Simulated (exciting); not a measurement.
## Core excitons at the F K edge of InF3

How far do the exchange and direct terms reshape the F K edge of InF3?

Main program and level: exciting sodium; X-ray absorption, core-level Bethe-Salpeter equation, exchange and statically screened direct term, Tamm-Dancoff, all-electron LAPW+lo LDA.

**1. The starting structure**

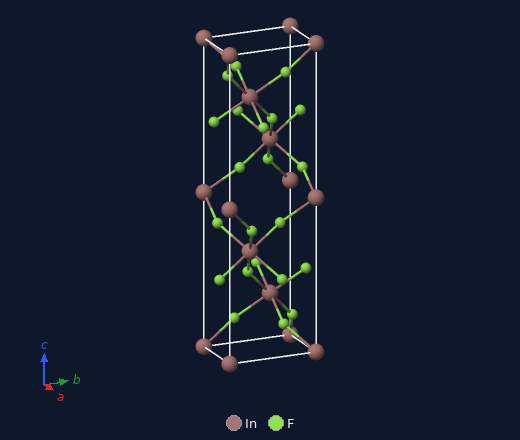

Start, viewed slightly off an axis; indium brown, fluorine green. This picture shows the conventional cell, with its axes. Bonds to atoms that aren't drawn are left out. Some periodic images of atoms are drawn too.

Structure file:

```cif
data_structure
_symmetry_space_group_name_H-M 'R-3c:H'
_symmetry_Int_Tables_number 167
_cell_length_a 5.4103
_cell_length_b 5.4103
_cell_length_c 14.3775
_cell_angle_alpha 90.000
_cell_angle_beta 90.000
_cell_angle_gamma 120.000
_cell_volume 364.47
loop_
_atom_site_label
_atom_site_type_symbol
_atom_site_symmetry_multiplicity
_atom_site_Wyckoff_symbol
_atom_site_fract_x
_atom_site_fract_y
_atom_site_fract_z
_atom_site_occupancy
In1 In 6 b 0.00000 0.00000 0.50000 1
F1 F 18 e 0.94173 0.27507 0.41667 1
```

Differences between curves are given as r.m.s. difference over r.m.s. height.

**2. The self-consistent potential**

The species files are the program's own, with muffin-tin radii set in the input.

input.xml

```
<input>
  <title>InF3</title>
  <structure speciespath="." autormt="false" epslat="1.0e-5">
    <crystal>
      <basevect>5.1119926251 2.9514103182 9.0565124506</basevect>
      <basevect>-5.1119926251 2.9514103182 9.0565124506</basevect>
      <basevect>0.0000000000 -5.9028206364 9.0565124506</basevect>
    </crystal>
    <species speciesfile="In.xml" rmt="2.183">
      <atom coord="0.0000000000 0.0000000000 0.0000000000"/>
      <atom coord="0.5000000000 0.5000000000 0.5000000000"/>
    </species>
    <species speciesfile="F.xml" rmt="1.582">
      <atom coord="0.8584000000 0.2500000000 0.6416000000"/>
      <atom coord="0.2500000000 0.6416000000 0.8584000000"/>
      <atom coord="0.6416000000 0.8584000000 0.2500000000"/>
      <atom coord="0.1416000000 0.7500000000 0.3584000000"/>
      <atom coord="0.7500000000 0.3584000000 0.1416000000"/>
      <atom coord="0.3584000000 0.1416000000 0.7500000000"/>
    </species>
  </structure>
  <groundstate do="fromscratch" xctype="LDA_PW" ngridk="3 3 3" rgkmax="6.5" gmaxvr="14" nempty="8" swidth="0.001" maxscl="100" epsengy="1e-5"/>
</input>
```

Launch:

```
OMP_NUM_THREADS=1 mpirun -n 4 exciting
```

Numbers of over 12 decimals in the logs are rounded to 6 here.

The program printed:

```text
EXCITING SODIUM started
********************************************************************************
* Ground-state run starting from atomic densities                              *
********************************************************************************
+ Starting initialization                                                      +
[... lattice and species ...]
 Spin treatment                             :    spin-unpolarised
 Number of Bravais lattice symmetries       :      12
[...]
+ Self-consistent loop stopped                                                 +
 STATE.OUT is written
********************************************************************************
* Groundstate module stopped                                                   *
********************************************************************************
 Total time spent (seconds)                 :        92.62
- CAUTION! Warnings have been written in file WARNING.OUT !                    -
| EXCITING SODIUM stopped                                                      =
[key lines of the parts left out:]
Total energy                               :    -12352.55940508
Fermi energy                               :        -0.00184706
```

Run time: 94 s. Hardware: 4 MPI ranks of Arm Neoverse V1, shared host.

The warnings file holds hints only, no warning.

The mesh shows a gap of 4.27 eV. Core levels (Dirac, from the valence top):

| atom | level | energy (eV) |
| --- | --- | --- |
| In | 2s1/2 | -4139.1 |
| In | 2p1/2 | -3861.6 |
| In | 2p3/2 | -3651.0 |
| In | 3s1/2 | -777.8 |
| In | 3p1/2 | -665.6 |
| In | 3p3/2 | -627.6 |
| In | 3d3/2 | -428.4 |
| In | 3d5/2 | -420.6 |
| In | 4s1/2 | -110.7 |
| F | 1s1/2 | -646.9 |

**3. A richer basis for the empty states**

Each species file gets more local orbitals, built from u and its energy derivative at 0.15 Ha and u at 0.9 Ha.

input.xml is that of step 2.

SPECIES.xml, added lines

```
<lo l="L">  <!-- L = 0, 1, 2 -->
  <wf matchingOrder="0" trialEnergy="0.1500" searchE="false"/>
  <wf matchingOrder="1" trialEnergy="0.1500" searchE="false"/>
  <wf matchingOrder="0" trialEnergy="0.9000" searchE="false"/>
</lo>
```

Launch:

```
OMP_NUM_THREADS=1 mpirun -n 4 exciting
```

The program printed:

```text
EXCITING SODIUM started
********************************************************************************
* Ground-state run starting from atomic densities                              *
********************************************************************************
+ Starting initialization                                                      +
[... lattice and species ...]
 Spin treatment                             :    spin-unpolarised
 Number of Bravais lattice symmetries       :      12
[...]
+ Self-consistent loop stopped                                                 +
 STATE.OUT is written
********************************************************************************
* Groundstate module stopped                                                   *
********************************************************************************
 Total time spent (seconds)                 :       109.80
- CAUTION! Warnings have been written in file WARNING.OUT !                    -
| EXCITING SODIUM stopped                                                      =
[key lines of the parts left out:]
Total energy                               :    -12352.56229350
Fermi energy                               :        -0.00100139
```

The job ended after 1.9 min (4 MPI ranks).

Against the first ground state the total energy moves by -10 meV an atom and the gap by -0.01 eV.

**4. Screening, kernels and BSE for F atom 3**

The absorber has 2 In at 2.05 Å (bent, 147°, site symmetry 2).

input.xml: that of step 3 with these lines changed.

```diff
@@ -21,3 +21,20 @@
   </structure>
-  <groundstate do="fromscratch" xctype="LDA_PW" ngridk="3 3 3" rgkmax="6.5" gmaxvr="14" nempty="8" swidth="0.001" maxscl="100" epsengy="1e-5"/>
+  <groundstate do="skip" xctype="LDA_PW" ngridk="3 3 3" rgkmax="6.5" gmaxvr="14" nempty="8" swidth="0.001" maxscl="100" epsengy="1e-5"/>
+  <xs xstype="BSE" ngridk="3 3 3" ngridq="3 3 3" vkloff="0.097 0.273 0.493" rgkmax="6.5" nempty="45" gqmax="3" lmaxapwwf="5" lmaxemat="2" broad="0.01654" tevout="true">
+    <energywindow intv="23.484 25.101" points="439"/>
+    <screening screentype="full" nempty="74"/>
+    <BSE xas="true" xasspecies="2" xasatom="1" xasedge="K" bsetype="singlet" nstlxas="1 41"/>
+    <qpointset>
+      <qpoint>0 0 0</qpoint>
+    </qpointset>
+    <plan>
+      <doonly task="xsgeneigvec"/>
+      <doonly task="writepmatxs"/>
+      <doonly task="scrgeneigvec"/>
+      <doonly task="scrwritepmat"/>
+      <doonly task="screen"/>
+      <doonly task="scrcoulint"/>
+      <doonly task="exccoulint"/>
+    </plan>
+  </xs>
 </input>
```

input.xml for the last start (plan only)

```
  <plan>
    <doonly task="bse"/>
  </plan>
```

Launch:

```
OMP_NUM_THREADS=1 mpirun -n 4 exciting
OMP_NUM_THREADS=4 exciting
```

The program printed:

```text
| EXCITING SODIUM started for task xsgeneigvec ( 301)                          =
One-shot GS runs for BSE calculations
One-shot GS runs for k+qmt/2 grids
Info(xsgeneigvec): Generating eigenvectors for Q-point      1
Info(xsgeneigvec): Generation of eigenvectors finished
| EXCITING SODIUM started for task writepmatxs ( 320)                          =
Info(writepmatxs): Momentum matrix elements finished
| EXCITING SODIUM started for task scrgeneigvec ( 401)                         =
One-shot GS runs for BSE calculations
One-shot GS runs for k+qmt/2 grids
[...]
Info(setup_bse_block): Setting up RR part of hamiltonian
Info(setup_bse_block): Singlet spin state
Info(bse): Diagonalizing RR Hamiltonian (TDA)
Info(bse): Invoking Lapack routine ZHEEVR
      2214 eigen solutions found in the interval:
         i1=       1 i2=    2214
Info(bse): Writing excition energies and oscillator strengths to text file.
Info(makespectrum_dist): Making spectrum using formula for coupling with time reversed AR basis.
Info(makespectrum_dist): Using formalism for vanishing momentum transfer.
Info(writederived): Writing quantities derived from the macroscopic dielectric function.
Info(bselauncher): Spectrum finished for iqmt=  1
Info(bselauncher): All done for BSE type singlet
```

Run time: 18 min. Hardware: 4 MPI ranks.

Wall time by task: xsgeneigvec 25 s, writepmatxs 8.4 s, scrgeneigvec 23 s, scrwritepmat 7.4 s, screen 4.5 min, scrcoulint 4.8 min, exccoulint 7.3 min, bse 8 s.

The F K spectrum of F atom 3 (energy from the Kohn–Sham onset, core level to the lowest empty state found on the meshes used, 651.04 eV; the ground-state mesh sets it, and the shifted mesh has its lowest transition 0.30 eV above it; Im ε scaled to the maximum of the singlet run; cut below the end of the band set):

| E (eV) | isotropic | ε ⊥ c | ε ∥ c |
| --- | --- | --- | --- |
| -4.0 | 0.03 | 0.03 | 0.03 |
| -3.0 | 0.05 | 0.05 | 0.04 |
| -2.0 | 0.12 | 0.13 | 0.10 |
| -1.0 | 0.48 | 0.49 | 0.48 |
| 0.0 | 0.56 | 0.55 | 0.60 |
| 1.0 | 0.37 | 0.36 | 0.38 |
| 2.0 | 0.28 | 0.27 | 0.30 |
| 3.0 | 0.38 | 0.38 | 0.38 |
| 4.0 | 0.98 | 0.97 | 1.01 |
| 5.0 | 0.64 | 0.66 | 0.59 |
| 6.0 | 0.46 | 0.45 | 0.47 |
| 7.0 | 0.50 | 0.50 | 0.50 |
| 8.0 | 0.32 | 0.31 | 0.34 |
| 9.0 | 0.29 | 0.27 | 0.33 |
| 10.0 | 0.19 | 0.18 | 0.19 |
| 11.0 | 0.15 | 0.15 | 0.16 |
| 12.0 | 0.15 | 0.15 | 0.13 |
| 13.0 | 0.15 | 0.16 | 0.13 |
| 14.0 | 0.21 | 0.24 | 0.14 |
| 15.0 | 0.16 | 0.18 | 0.12 |
| 16.0 | 0.12 | 0.12 | 0.12 |
| 17.0 | 0.12 | 0.10 | 0.15 |
| 18.0 | 0.16 | 0.14 | 0.18 |
| 19.0 | 0.16 | 0.15 | 0.17 |
| 20.0 | 0.16 | 0.15 | 0.18 |
| 21.0 | 0.16 | 0.15 | 0.18 |
| 22.0 | 0.16 | 0.15 | 0.18 |

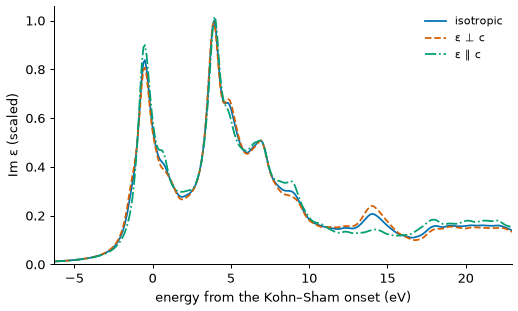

The F K edge of F atom 3.

Maxima (height): -0.5 eV (0.84), 3.9 eV (1.00), 6.9 eV (0.51), 14.0 eV (0.21) and 21.1 eV (0.16).

The Hamiltonian has 2214 rows. The lowest groups of eigenvalues and the brightest ones, on the scale above (the program counts from the shifted mesh's onset, 0.30 eV higher). Core spinors bring spin-forbidden partners, so dark means forbidden by spin or by symmetry, and the shifted mesh splits states that symmetry would keep together:

| energy (eV) | states within 10 meV | relative strength |
| --- | --- | --- |
| -1.343 | 2 | 0.19 |
| -0.630 | 1 | dark |
| -0.608 | 1 | 1.00 |
| -0.407 | 1 | dark |
| -0.395 | 1 | 0.56 |
| -0.177 | 2 | 0.055 |
| 0.724 | 2 | 0.20 |
| 3.789 | 1 | 0.46 |
| 3.931 | 2 | 0.27 |
| 3.970 | 1 | 0.72 |

**5. Independent particles**

input.xml: that of step 4 with these lines changed.

```diff
@@ -25,3 +25,3 @@
     <screening screentype="full" nempty="74"/>
-    <BSE xas="true" xasspecies="2" xasatom="1" xasedge="K" bsetype="singlet" nstlxas="1 41"/>
+    <BSE xas="true" xasspecies="2" xasatom="1" xasedge="K" bsetype="IP" nstlxas="1 41"/>
     <qpointset>
@@ -30,9 +30,3 @@
     <plan>
-      <doonly task="xsgeneigvec"/>
-      <doonly task="writepmatxs"/>
-      <doonly task="scrgeneigvec"/>
-      <doonly task="scrwritepmat"/>
-      <doonly task="screen"/>
-      <doonly task="scrcoulint"/>
-      <doonly task="exccoulint"/>
+      <doonly task="bse"/>
     </plan>
```

Launch:

```
OMP_NUM_THREADS=4 exciting
```

The program printed:

```text
| EXCITING SODIUM started for task bse ( 445)                                  =
Info(bselauncher): Init time:    0.759188
Info(bselauncher): Setting up and diagonalizing BSE Hamiltonian.
Info(bselauncher): Using momentum transfer vectors from list :   1 to  1
Info(bselauncher): Distributing qmt-points over   1 processes.
Info(bselauncher): BSE type: IP
Info(bselauncher): Momentum transfer list index: iqmt=  1
Info(bselauncher): Momentum transfer: vqmtl=   0.000   0.000   0.000
Info(bse): Inspecting occupations...
Info(setranges_modxs): Number of non-reduced k-points:       27
[...]
highest unoccupied state:  81
  Opening gap with a scissor of:      0.000/H      0.000/eV
Info(select_transitions): Number of participating transitions:    2214
Info(bse): Selecting transitions...
Info(bse):bsegap (eV):   651.346511
Info(bse): IP requested, nothing much to do
Info(bse): Writing excition energies and oscillator strengths to text file.
Info(makespectrum_dist): Making spectrum using formula for coupling with time reversed AR basis.
Info(makespectrum_dist): Using formalism for vanishing momentum transfer.
Info(writederived): Writing quantities derived from the macroscopic dielectric function.
Info(bselauncher): Spectrum finished for iqmt=  1
Info(bselauncher): All done for BSE type IP
```

Wall time 1.5 s (4 threads).

Maxima (height): 3.5 eV (0.31), 6.8 eV (0.45), 9.7 eV (0.73) and 16.3 eV (0.28). Against the singlet run the r.m.s. difference is 77 %. Moving the earlier curve by +4.6 eV leaves 40 %. The highest maximum lies at 9.7 eV (0.73), against 3.9 eV (1.00).

**6. Exchange alone**

input.xml: that of step 5 with these lines changed.

```diff
@@ -25,3 +25,3 @@
     <screening screentype="full" nempty="74"/>
-    <BSE xas="true" xasspecies="2" xasatom="1" xasedge="K" bsetype="IP" nstlxas="1 41"/>
+    <BSE xas="true" xasspecies="2" xasatom="1" xasedge="K" bsetype="RPA" nstlxas="1 41"/>
     <qpointset>
```

Launch:

```
OMP_NUM_THREADS=4 exciting
```

The program printed:

```text
| EXCITING SODIUM started for task bse ( 445)                                  =
Info(bselauncher): Init time:    0.764123
Info(bselauncher): Setting up and diagonalizing BSE Hamiltonian.
Info(bselauncher): Using momentum transfer vectors from list :   1 to  1
Info(bselauncher): Distributing qmt-points over   1 processes.
Info(bselauncher): BSE type: RPA
Info(bselauncher): Momentum transfer list index: iqmt=  1
Info(bselauncher): Momentum transfer: vqmtl=   0.000   0.000   0.000
Info(bse): Inspecting occupations...
Info(setranges_modxs): Number of non-reduced k-points:       27
[...]
Info(setup_bse_block): Setting up RR part of hamiltonian
Info(setup_bse_block): Using RPA approximation
Info(bse): Diagonalizing RR Hamiltonian (TDA)
Info(bse): Invoking Lapack routine ZHEEVR
      2214 eigen solutions found in the interval:
         i1=       1 i2=    2214
Info(bse): Writing excition energies and oscillator strengths to text file.
Info(makespectrum_dist): Making spectrum using formula for coupling with time reversed AR basis.
Info(makespectrum_dist): Using formalism for vanishing momentum transfer.
Info(writederived): Writing quantities derived from the macroscopic dielectric function.
Info(bselauncher): Spectrum finished for iqmt=  1
Info(bselauncher): All done for BSE type RPA
```

Elapsed: 9 s, on 4 threads.

Maxima (height): 3.5 eV (0.31), 6.8 eV (0.44), 9.8 eV (0.73) and 16.3 eV (0.28). The spectrum differs from the independent-particle run by 2 % r.m.s.

**7. Broadening**

Changed against the first singlet run: half width (eV) from 0.45 to 1.35.

input.xml: that of step 6 with these lines changed.

```diff
@@ -22,6 +22,6 @@
   <groundstate do="skip" xctype="LDA_PW" ngridk="3 3 3" rgkmax="6.5" gmaxvr="14" nempty="8" swidth="0.001" maxscl="100" epsengy="1e-5"/>
-  <xs xstype="BSE" ngridk="3 3 3" ngridq="3 3 3" vkloff="0.097 0.273 0.493" rgkmax="6.5" nempty="45" gqmax="3" lmaxapwwf="5" lmaxemat="2" broad="0.01654" tevout="true">
+  <xs xstype="BSE" ngridk="3 3 3" ngridq="3 3 3" vkloff="0.097 0.273 0.493" rgkmax="6.5" nempty="45" gqmax="3" lmaxapwwf="5" lmaxemat="2" broad="0.04961" tevout="true">
     <energywindow intv="23.484 25.101" points="439"/>
     <screening screentype="full" nempty="74"/>
-    <BSE xas="true" xasspecies="2" xasatom="1" xasedge="K" bsetype="RPA" nstlxas="1 41"/>
+    <BSE xas="true" xasspecies="2" xasatom="1" xasedge="K" bsetype="singlet" nstlxas="1 41"/>
     <qpointset>
```

Launch:

```
OMP_NUM_THREADS=4 exciting
```

The program printed:

```text
| EXCITING SODIUM started for task bse ( 445)                                  =
Info(bselauncher): Init time:    0.772598
Info(bselauncher): Setting up and diagonalizing BSE Hamiltonian.
Info(bselauncher): Using momentum transfer vectors from list :   1 to  1
Info(bselauncher): Distributing qmt-points over   1 processes.
Info(bselauncher): BSE type: singlet
Info(bselauncher): Momentum transfer list index: iqmt=  1
Info(bselauncher): Momentum transfer: vqmtl=   0.000   0.000   0.000
Info(bse): Inspecting occupations...
[...]
Info(setup_bse_block): Setting up RR part of hamiltonian
Info(setup_bse_block): Singlet spin state
Info(bse): Diagonalizing RR Hamiltonian (TDA)
Info(bse): Invoking Lapack routine ZHEEVR
      2214 eigen solutions found in the interval:
         i1=       1 i2=    2214
Info(bse): Writing excition energies and oscillator strengths to text file.
Info(makespectrum_dist): Making spectrum using formula for coupling with time reversed AR basis.
Info(makespectrum_dist): Using formalism for vanishing momentum transfer.
Info(writederived): Writing quantities derived from the macroscopic dielectric function.
Info(bselauncher): Spectrum finished for iqmt=  1
Info(bselauncher): All done for BSE type singlet
```

Run time: 9 s. Hardware: 4 threads.

Against the singlet run the r.m.s. difference is 28 %. The highest maximum lies at 4.2 eV (0.56), against 3.9 eV (1.00). Only the width of each line changes; the area stays. A table step wider than the lines misses their tops.

| E (eV) | first run | this run |
| --- | --- | --- |
| -10.0 | 0.01 | 0.02 |
| -9.0 | 0.01 | 0.02 |
| -8.0 | 0.01 | 0.02 |
| -7.0 | 0.01 | 0.03 |
| -6.0 | 0.01 | 0.04 |
| -5.0 | 0.02 | 0.05 |
| -4.0 | 0.03 | 0.07 |
| -3.0 | 0.05 | 0.12 |
| -2.0 | 0.12 | 0.21 |
| -1.0 | 0.48 | 0.37 |
| 0.0 | 0.56 | 0.43 |
| 1.0 | 0.37 | 0.38 |
| 2.0 | 0.28 | 0.36 |
| 3.0 | 0.38 | 0.45 |
| 4.0 | 0.98 | 0.56 |
| 5.0 | 0.64 | 0.52 |
| 6.0 | 0.46 | 0.46 |
| 7.0 | 0.50 | 0.40 |
| 8.0 | 0.32 | 0.33 |
| 9.0 | 0.29 | 0.28 |
| 10.0 | 0.19 | 0.22 |
| 11.0 | 0.15 | 0.19 |
| 12.0 | 0.15 | 0.17 |
| 13.0 | 0.15 | 0.17 |
| 14.0 | 0.21 | 0.17 |
| 15.0 | 0.16 | 0.16 |
| 16.0 | 0.12 | 0.14 |
| 17.0 | 0.12 | 0.14 |
| 18.0 | 0.16 | 0.15 |
| 19.0 | 0.16 | 0.15 |
| 20.0 | 0.16 | 0.15 |
| 21.0 | 0.16 | 0.15 |
| 22.0 | 0.16 | 0.14 |

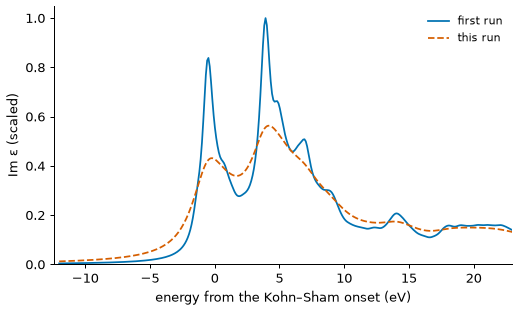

This run beside the first singlet run.

(Part 1 of 2 ends here.)

[Banner, clock and machine lines of the logs are left out without a mark of their own.]

[Logs are printed without paths, hosts, clocks, repeated set-up lines and the standing remarks that a program may print on its own settings, such as how far it seeks lower states.]

[Hosts, paths, dates, database ids (printed as entryN), source tags and the programs' standing remarks are cut or masked in the printed files.]
